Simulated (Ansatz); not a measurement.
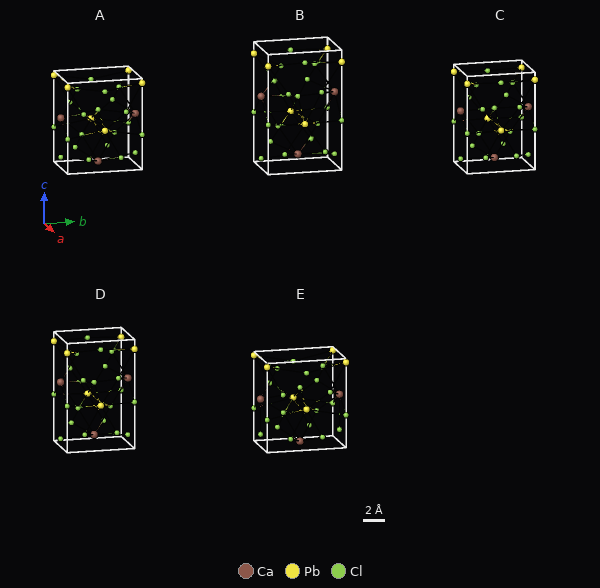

5 geometries from one relaxation of a crystal of CaPbCl6 (built on the LaYMg6-38 type type), in shuffled order. The picture is a ball-and-stick view of the conventional cell (2 times the calculation's cell), seen slightly off an axis. Lengths and directions refer to the drawn axes.

All numbers below come from DFT, PBEsol, plane waves, PAW in Ansatz 0.2.0. Settings: plane-wave cutoff 420 eV; k-point mesh 4 × 4 × 4; occupations fermi dirac; smearing width 0.03 eV; no spin polarisation; cell and atoms relaxed; force threshold 0.01 eV/Å; at most 120 steps.

Question: Order the frames from highest to lowest energy.

Answer: B, D, C, A, E. They are steps 0, 2, 4, 7, 14, at +437 meV per atom, +112 meV per atom, +53.7 meV per atom, +9.1 meV per atom relative to the last. The largest moves relative to the cell, 0.62 Å, are those of Cl atoms. By element the largest moves are Cl 0.62 Å, Ca 0.58 Å, Pb 0.50 Å. The volume changes by −26.4 %, with a 5.497 → 5.081 Å (−7.6 %), b 7.375 → 7.911 Å (+7.3 %), c 11.972 → 8.887 Å (−25.8 %). Some distances before and after: Ca–Cl 6.201 → 3.525 Å, Ca–Cl 3.515 → 2.729 Å, Cl–Pb 3.506 → 2.836 Å, Ca–Cl 3.534 → 2.947 Å. The space group stays Amm2 (No. 38). Over 13 accepted moves (14 points after the start) the energy falls by 437 meV per atom. The largest force component goes from 0.85 to 0.0019 eV/Å. The pressure goes from −6.91 to 0.01 GPa. At 1 point the geometry stayed and the basis and grid were re-selected for the new cell (energy shift of 0.1 meV per atom at most each time).
